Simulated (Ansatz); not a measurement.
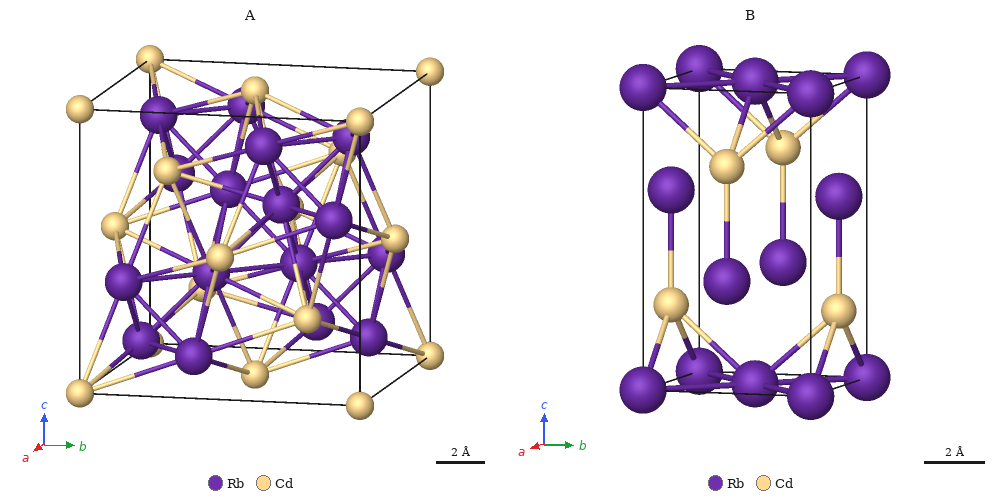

Two structures of Rb2Cd, each relaxed to rest (conventional cells in solid outline, small ones repeated, not to one scale). Method: DFT PBE, scalar-relativistic, plane waves, PAW in Ansatz, without spin polarisation.

Describe A and B.

A: cubic Laves phase (C15, MgCu₂ type), Fd-3m. B: 6 atoms a cell on a primitive tetragonal lattice, P4/nmm.

Which structure wins energetically, and by what margin?

B is lower, by 240 meV/atom at this level of theory (energies at zero smearing). Volumes: A 73.8, B 60.2 Å³/atom.

One or both may be structure types tried for this composition rather than known phases.
